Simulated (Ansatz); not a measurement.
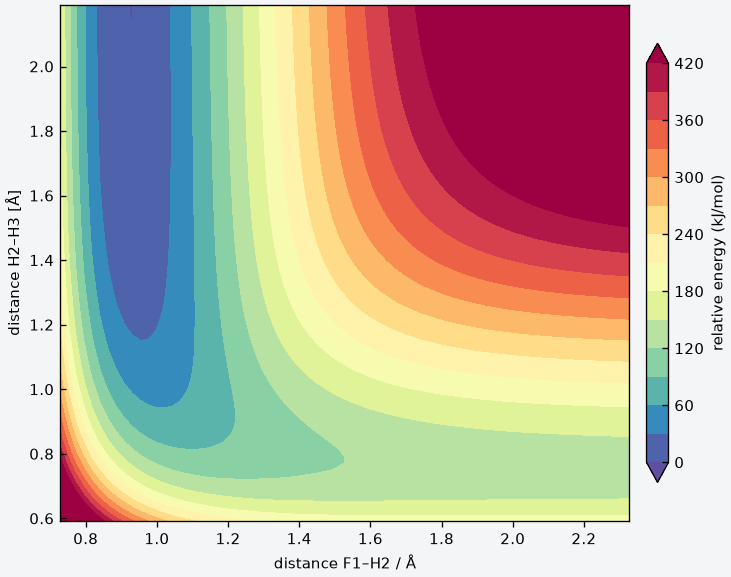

Energy landscape of the system F + H₂, spin multiplicity 2. 
- Coordinates scanned: (1) distance F1–H2; (2) distance H2–H3.
- Nothing is relaxed (the angle F1–H2–H3 is fixed at 140 degrees).
- The scan uses a 17 × 17 grid.
- Points are written as (first, second).
- All energies are given in kJ/mol relative to the lowest grid point.
- In part of the range the unrestricted reference is strongly spin-contaminated.
- All numbers below come from UKS PBE0-D4/aug-cc-pVTZ (Ansatz 0.2.0).

In the figure: filled contours, one colour for all values above the top of the scale. Between grid points the surface is interpolated. 

Q: What does the map say about the system?

A: The lowest grid point is at (0.910 Å, 2.192 Å). It lies in a valley that leaves the map towards separated partners. The highest grid point, (0.728 Å, 0.592 Å), lies 695 kJ/mol above the lowest.

The input of one point:

```yaml
crystal:
  periodic: [false, false, false]
  atoms:
    - { symbol: F, position_ang: [-0.91, 0.0, 0.0] }
    - { symbol: H, position_ang: [0.0, 0.0, 0.0] }
    - { symbol: H, position_ang: [1.679169, 1.40899, 0.0] }
magnetization:
  spin_polarized: true
  initial_magnetization: 1
basis:
  gaussian: { orbitals: aug-cc-pVTZ }
hamiltonian:
  xc: pbe0
  dispersion: d4
output:
  forces: true
```

Each point was launched as `ansatz run input.yaml --threads 1 --pin off --max-ram 2560MiB --backend cpu --events-out ev --progress --plain --runs-dir out`. Time for the 289 points that were run: 11 min on 1 thread of Arm Neoverse V2 (shared host).
